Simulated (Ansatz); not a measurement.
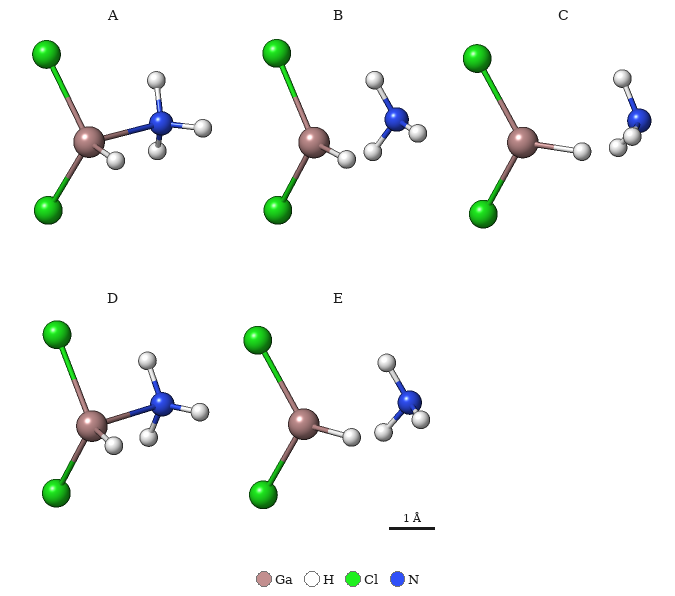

5 geometries from one relaxation of GaNH4Cl2, in shuffled order. A ball-and-stick model, seen at a tilt.

The run prepares an end point of a later path (reaction) calculation, from a guessed geometry.

All numbers below come from Ansatz, RKS B3LYP-D4/def2-SVP. Settings: no spin polarisation; force threshold 0.03 eV/Å; at most 50 steps.

Q: Order the frames from highest to lowest energy.

A: C, E, B, D, A. They are steps 0, 2, 5, 7, 12, at +29.4 kcal/mol, +26.4 kcal/mol, +20.6 kcal/mol, +11.5 kcal/mol relative to the last. The largest move after the best rigid fit is that of the N atom, 0.68 Å. By element the largest moves are N 0.68 Å, H 0.65 Å, Cl 0.49 Å, Ga 0.37 Å. Some distances before and after: Ga–N 3.120 → 2.119 Å, Cl–Ga 2.151 → 2.200 Å, H–N 1.039 → 1.022 Å, Ga–H 1.565 → 1.559 Å. New bonds form, among them: Ga–N (3.12 → 2.12 Å). Among the angles between lasting bonds that change: Cl–Ga–Cl 116.5° → 113.1°, H–Ga–Cl 122.3° → 119.1°, H–Ga–Cl 121.2° → 119.1°. After 12 geometry steps the energy has fallen by 29.4 kcal/mol. The largest force component goes from 1 to 0.015 eV/Å.
